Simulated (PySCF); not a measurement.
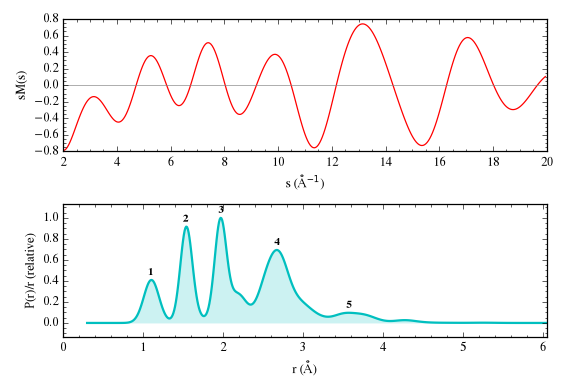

Simulated gas electron diffraction: reduced molecular intensity sM(s) from the Debye equation in the first Born approximation (top) and the radial distribution curve (bottom) of C4H9Al. Each pair of atoms contributes with weight ZᵢZⱼ/r; damping constant 0.0015 Å²; vibrational amplitudes assumed, not computed: 0.05 Å for bonds, 0.078 Å for bonds to H, 0.06 + 0.015 r up to 0.15 Å for other pairs. The geometry is the end point of an optimisation (PBE0-D3(BJ)/def2-SVP geometry optimisation, gas phase (PySCF)); it may be a saddle point or a higher isomer. SMILES: C1C[CH2][AlH][CH2]1.

> Read the positions of the numbered peaks and name the main pairs (– for bonds).

Peak 1, 1.10 Å: C–H 1.10–1.11 Å (×8)
Peak 2, 1.54 Å: C–C 1.54 Å (×3), Al–H 1.59 Å, not resolved
Peak 3, 1.97 Å: Al–C 1.97 Å (×2), C···H 2.16–2.22 Å (×12), not resolved
Peak 4, 2.67 Å: C···C 2.54–2.94 Å (×3), Al···H 2.55–2.67 Å (×4), Al···C 2.71 Å (×2), not resolved
Peak 5, 3.57 Å: C···H 3.50–3.85 Å (×8), Al···H 3.73 Å (×2), not resolved
